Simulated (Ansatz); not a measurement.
# How thick a slab does the work function of Pt need?

Slabs of Pt from 1 to 13 layers are run on 3 faces. From which thickness on does the work function stay within 0.05 eV of the thickest slab's, and does that depend on the face?

**Method.** Ansatz 0.2.0, plane waves with PAW datasets (its set soft_2), PBE; symmetric slabs at bulk places and the tabulated experimental lattice constant, 18 Å of vacuum, one k-mesh a face (spacing 0.16 Å⁻¹, 2π included), Fermi-Dirac smearing of 0.1 eV.

Results:

```
layers  Pt(100) (eV)  Pt(110) (eV)  Pt(111) (eV)
     1         6.360         6.230         6.587
     2         5.764         5.285         5.619
     3         5.690         5.457         5.740
     4         5.640         5.338         5.664
     5         5.667         5.283         5.663
     6         5.661         5.367         5.683
     7         5.665         5.244         5.663
     8         5.668         5.332         5.674
    10         5.664         5.285         5.665
    13         5.670         5.310         5.667
```

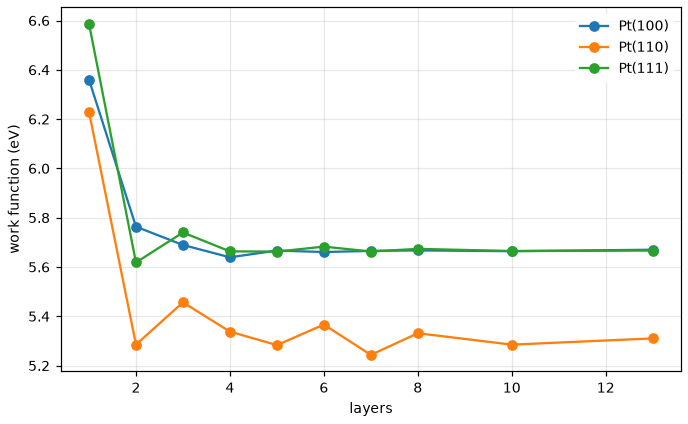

Work function against thickness.

**Answer.** Within 0.05 eV of the 13-layer value: Pt(100) from 3 layers on, Pt(110) from 8 layers on and Pt(111) from 4 layers on. In length between the outer atoms these thicknesses are 3.9 Å, 9.7 Å and 6.8 Å; the faces differ a good deal. From four layers on the values span 0.020 to 0.123 eV, most on Pt(110). Thirteen layers cost about 8 to 9 times the CPU time of four.

What the numbers leave out: The 13-layer slab is the reference and is itself not proved converged. Thicknesses missing from the table have no sound run at this vacuum, and where values alternate they could fall outside the band. Spin-orbit coupling is left out. The smearing damps swings with thickness. The slabs are unrelaxed and unreconstructed, and the CPU ratio is rough.

[Logs are printed without paths, hosts, clocks, repeated set-up lines and the standing remarks that a program may print on its own settings, such as how far it seeks lower states.]
